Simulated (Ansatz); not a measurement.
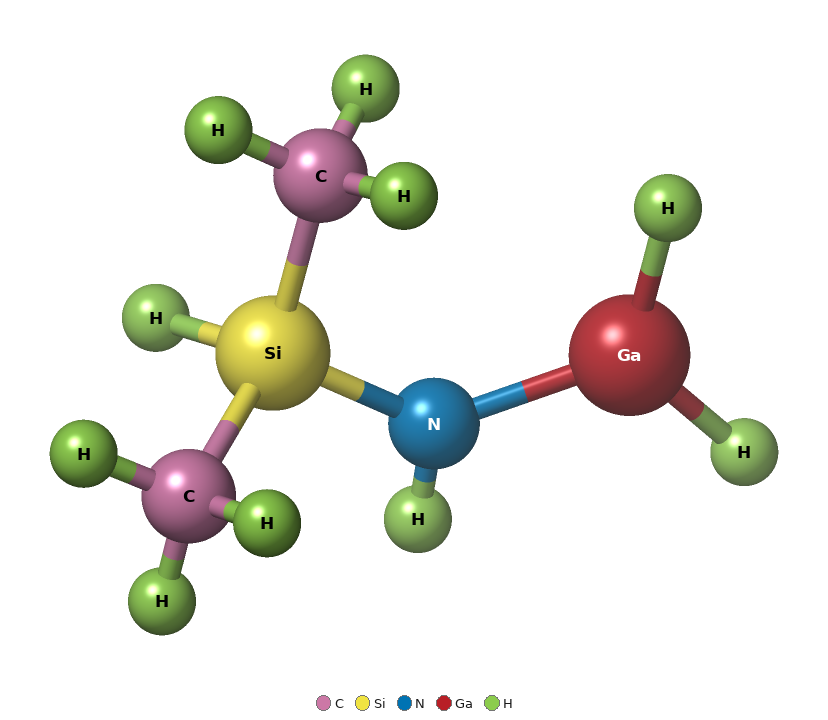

The picture shows a molecular structure as a ball-and-stick model. Every bond is drawn as one stick, whatever its order.

Computed geometry: PBE0-D4/def2-TZVP optimisation.

Describe the molecule.

The molecule is C2H10GaNSi. SMILES: `C[SiH](C)[NH][GaH2]`. Among its groups: Si–H bond, Si–N bond. The point group is C1. Coordination: 2 C tetrahedral; 1 Si tetrahedral; 1 N trigonal planar; 1 Ga trigonal planar.

More results for the same structure follow; atom numbers are the same in all pictures, views and colours differ.

## Shape

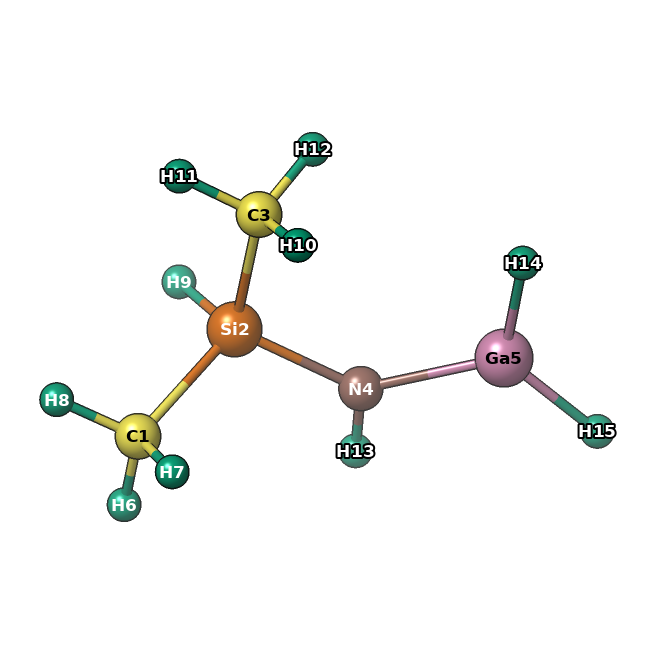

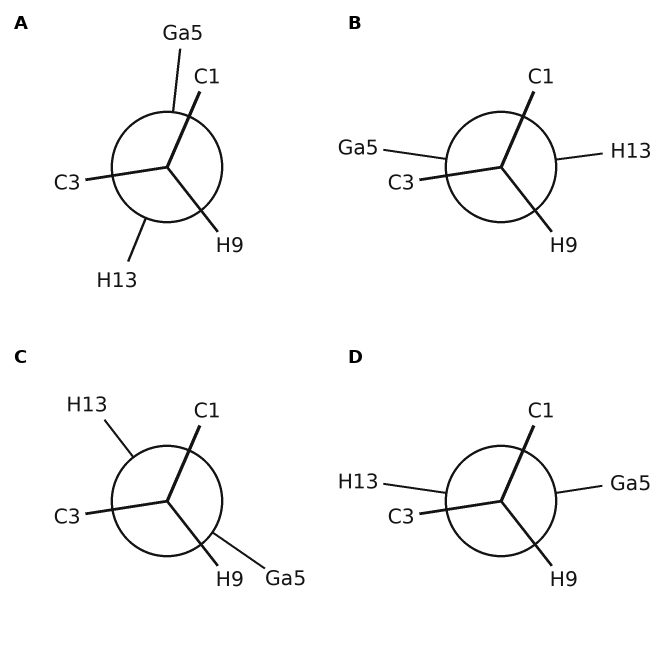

Atoms fade into the background with distance from the viewer. Bonds that would overlap in a projection are set slightly apart.

**Which Newman projection shows the view along Si2–N4, with Si2 in front?**

B. The torsion angle C1–Si2–N4–Ga5 is −122°, anticlinal.

## Levels of theory compared

Program: Ansatz 0.2.0.

Compare HOMO energy (eV), dipole (D), HOMO–LUMO gap (eV) at these levels: B3LYP-D4/def2-TZVPP; PBE-D4/def2-TZVPP; r2SCAN-D4/def2-TZVPP; ωB97M-V/def2-TZVPP.

| level | HOMO energy (eV) | dipole (D) | HOMO–LUMO gap (eV) |
| --- | --- | --- | --- |
| B3LYP-D4/def2-TZVPP | −7.11 | 0.53 | 5.87 |
| PBE-D4/def2-TZVPP | −6.08 | 0.60 | 4.34 |
| r2SCAN-D4/def2-TZVPP | −6.34 | 0.58 | 4.87 |
| ωB97M-V/def2-TZVPP | −9.60 | 0.53 | 10.28 |

## Charges

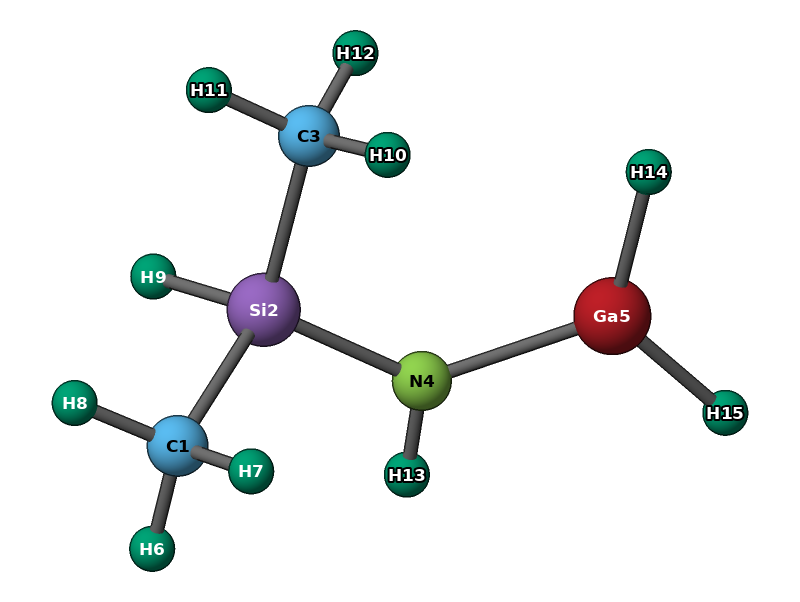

The questions are on Mulliken charges. Method: RKS PBE0-D4/def2-TZVP (Ansatz 0.2.0).

Give the Mulliken charges atom by atom.

| atom | value (e) |
| --- | --- |
| C1 | −0.48 |
| Si2 | 0.39 |
| C3 | −0.51 |
| N4 | −0.50 |
| Ga5 | 0.26 |
| H6 | 0.13 |
| H7 | 0.13 |
| H8 | 0.13 |
| H9 | −0.06 |
| H10 | 0.14 |
| H11 | 0.14 |
| H12 | 0.14 |
| H13 | 0.22 |
| H14 | −0.07 |
| H15 | −0.07 |

## Vibrations

Harmonic vibrations computed with RKS PBE0-D4/def2-TZVP (Ansatz 0.2.0) at a stationary point of the same level.

**How many vibrational modes are there, and where do they lie?**

39 modes: 34, 124, 150, 165, 179, 204, 247, 295, 468, 540, 583, 608, 621, 661, 703, 737, 751, 785, 845, 892, 915, 927, 1158, 1272, 1280, 1442, 1444, 1451, 1456, 1988, 2007, 2163, 3043, 3050, 3126, 3129, 3131, 3138, 3589 cm⁻¹.

Mulliken values depend strongly on the basis set and can even reverse the polarity of a bond.
